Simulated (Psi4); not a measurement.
## CH7SbSi (SMILES [CH3][SbH][SiH3]): methods side by side

CH7SbSi has 10 atoms, charge 0, and is taken as a singlet. As SMILES, `[CH3][SbH][SiH3]`. The shape was relaxed beforehand at PBE0/def2-TZVP.

| atom | x (Å) | y (Å) | z (Å) |
| --- | --- | --- | --- |
| C | -1.0059 | 1.2571 | -0.8047 |
| Sb | -0.6995 | -0.8777 | -1.0351 |
| Si | 0.7793 | -1.0563 | 1.0604 |
| H | -0.0686 | 1.7670 | -0.5912 |
| H | -1.7076 | 1.4195 | 0.0133 |
| H | -1.4379 | 1.6484 | -1.7252 |
| H | 0.6899 | -0.7039 | -2.0201 |
| H | 1.5175 | -2.3477 | 1.0663 |
| H | -0.0825 | -1.0030 | 2.2729 |
| H | 1.7589 | 0.0622 | 1.1340 |

Quantity: the HOMO–LUMO gap, in eV. The values are calculated.

| level | kind | program | value (eV) | CPU time |
| --- | --- | --- | --- | --- |
| PBE-D4/def2-TZVPP (density fitting, core potential) | GGA | Psi4 | 4.72 | 47 s |
| r2SCAN-D4/def2-TZVPP (density fitting, core potential) | meta-GGA | Psi4 | 5.20 | 1.7 min |
| B3LYP-D4/def2-TZVPP (density fitting, core potential) | global hybrid | Psi4 | 6.02 | 41 s |
| PBE0-D4/def2-TZVPP (density fitting, core potential) | global hybrid | Psi4 | 6.41 | 38 s |
| wB97M-V/def2-TZVPP (density fitting, core potential) | range-separated hybrid | Psi4 | 9.99 | 1.9 min |

The values span 4.72 to 9.99 eV. Orbital gaps aren't excitation energies; they tend to grow with the share of exact exchange. Times are those of the runs behind each value, whatever else they computed, on shared processors of several kinds: orders of magnitude only.

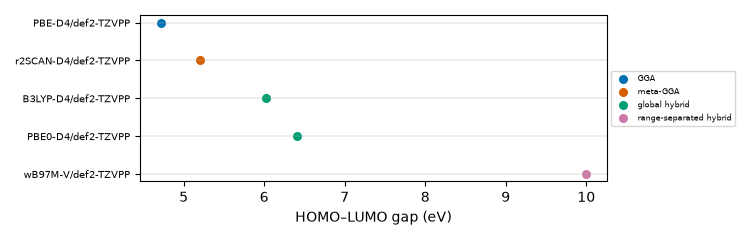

The values of the table, level by level.
